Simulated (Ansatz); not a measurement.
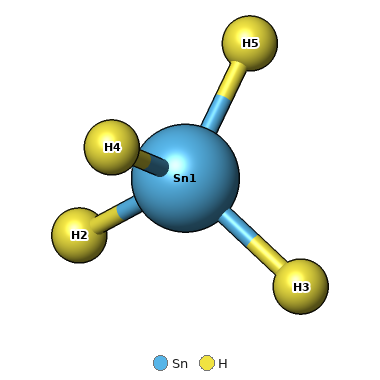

The system is SnH4; the picture shows the reference structure. First axis: bond length Sn1–H2. Second axis: bond length Sn1–H3. Nothing is relaxed (all other coordinates rigid). The scan uses a 15 × 15 grid; 120 points were computed and 105 follow by symmetry. Points are written as (first, second). Energies: eV, counted from the relaxed molecule at the same level. Theory: RKS r2SCAN-D4/def2-TZVP in Ansatz.

Its coordinates:

| atom | x (Å) | y (Å) | z (Å) |
| --- | --- | --- | --- |
| Sn | 0.0000 | 0.0000 | 0.0000 |
| H | 0.0110 | -0.0187 | 1.7023 |
| H | 1.6014 | 0.0110 | -0.5778 |
| H | -0.8102 | 1.3938 | -0.5469 |
| H | -0.8022 | -1.3861 | -0.5775 |

Range: bond length Sn1–H2 from 1.464 to 2.383 Å; bond length Sn1–H3 from 1.464 to 2.383 Å.

What will the energy surface look like?

The lowest grid point is at (1.727 Å, 1.727 Å), 0.008 eV from the relaxed molecule at the same level. No other kind of well shows on this grid. The highest grid point, (2.383 Å, 2.383 Å), lies 2.84 eV above the lowest. Round the minimum the contours are nearly round: the two directions are equally stiff and uncoupled.

```tsv
bond length Sn1–H3 ↓, bond length Sn1–H2 →	1.464	1.530	1.595	1.661	1.727	1.792	1.858	1.924	1.989	2.055	2.121	2.186	2.252	2.318	2.383
2.383	2.00	1.70	1.53	1.45	1.44	1.49	1.57	1.69	1.83	1.98	2.15	2.32	2.50	2.68	2.85
2.318	1.82	1.53	1.35	1.27	1.26	1.31	1.39	1.51	1.65	1.81	1.97	2.14	2.32	2.50	2.68
2.252	1.64	1.34	1.17	1.09	1.08	1.13	1.21	1.33	1.47	1.63	1.79	1.96	2.14	2.32	2.50
2.186	1.46	1.16	0.99	0.91	0.90	0.95	1.03	1.15	1.29	1.45	1.61	1.79	1.96	2.14	2.32
2.121	1.29	0.99	0.82	0.74	0.73	0.77	0.86	0.98	1.12	1.27	1.44	1.61	1.79	1.97	2.15
2.055	1.12	0.82	0.65	0.57	0.56	0.60	0.69	0.81	0.95	1.11	1.27	1.45	1.63	1.81	1.98
1.989	0.96	0.66	0.49	0.41	0.40	0.45	0.53	0.65	0.79	0.95	1.12	1.29	1.47	1.65	1.83
1.924	0.82	0.52	0.35	0.27	0.26	0.31	0.39	0.51	0.65	0.81	0.98	1.15	1.33	1.51	1.69
1.858	0.70	0.40	0.23	0.15	0.14	0.19	0.28	0.39	0.53	0.69	0.86	1.03	1.21	1.39	1.57
1.792	0.61	0.32	0.14	0.06	0.05	0.10	0.19	0.31	0.45	0.60	0.77	0.95	1.13	1.31	1.49
1.727	0.57	0.27	0.10	0.02	0.01	0.05	0.14	0.26	0.40	0.56	0.73	0.90	1.08	1.26	1.44
1.661	0.57	0.28	0.11	0.03	0.02	0.06	0.15	0.27	0.41	0.57	0.74	0.91	1.09	1.27	1.45
1.595	0.66	0.36	0.19	0.11	0.10	0.14	0.23	0.35	0.49	0.65	0.82	0.99	1.17	1.35	1.53
1.530	0.83	0.53	0.36	0.28	0.27	0.32	0.40	0.52	0.66	0.82	0.99	1.16	1.34	1.53	1.70
1.464	1.13	0.83	0.66	0.57	0.57	0.61	0.70	0.82	0.96	1.12	1.29	1.46	1.64	1.82	2.00
```

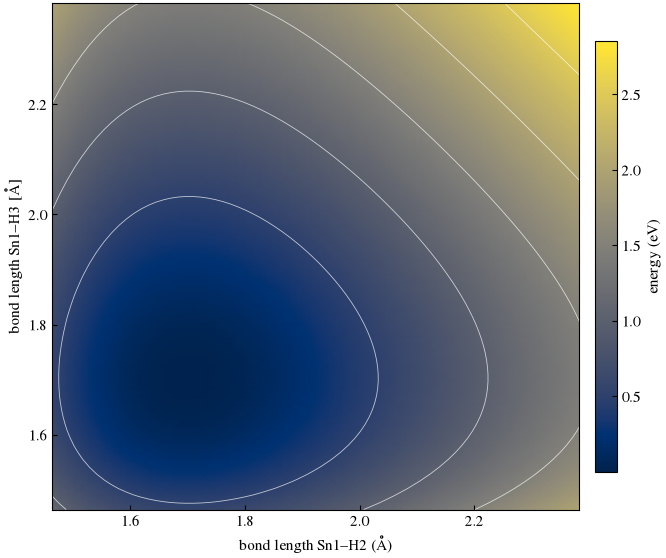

In the figure: a smooth colour map with a few white contour lines. Between grid points the surface is interpolated.

Each point was launched as `ansatz run input.yaml --threads 1 --pin off --max-ram 2560MiB --backend cpu --events-out ev --progress --plain --runs-dir out`. Time for the 120 points that were run: 90 s on 1 thread of AMD EPYC 9R45 96-Core Processor (Zen 5), on a shared host.
